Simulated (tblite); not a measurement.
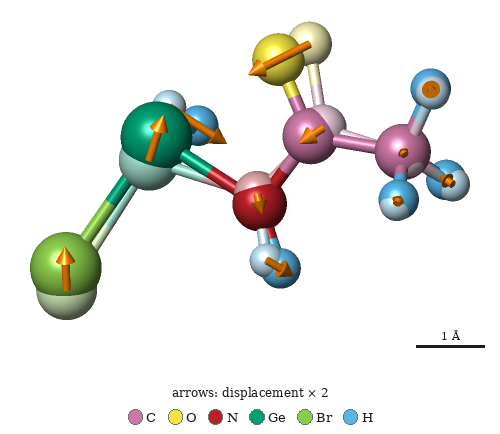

A relaxation of C2H5BrGeNO (multiplicity 2). The starting structure is drawn faded, the final one solid; orange arrows show the displacements, magnified 2 times. The two geometries are superimposed by the best rigid fit.

The picture is a ball-and-stick view, seen at a tilt.

These are results of GFN2-xTB geometry optimisation, gas phase (tblite 0.8.0), not measurements. 

Q: Describe the change and its energy.

A: The O atom moves most after the best rigid fit: 0.55 Å. By element the largest moves are O 0.55 Å, H 0.52 Å, Ge 0.38 Å, Br 0.34 Å, C 0.22 Å, N 0.15 Å. Some distances before and after: Ge–O 3.088 → 2.375 Å, C–N 1.424 → 1.320 Å, Ge–N 1.887 → 1.975 Å, Br–Ge 2.310 → 2.389 Å. Bond angles that change, for instance: C–N–Ge 120.7° → 100.0°, Ge–N–H 118.3° → 138.8°, N–Ge–H 110.9° → 96.2°. Groups turn about Ge–N by about 20°. The energy falls by 22.3 kcal/mol in 44 geometry steps. Cost: 0.22 s on 1 thread of Arm Neoverse V2 (shared host).
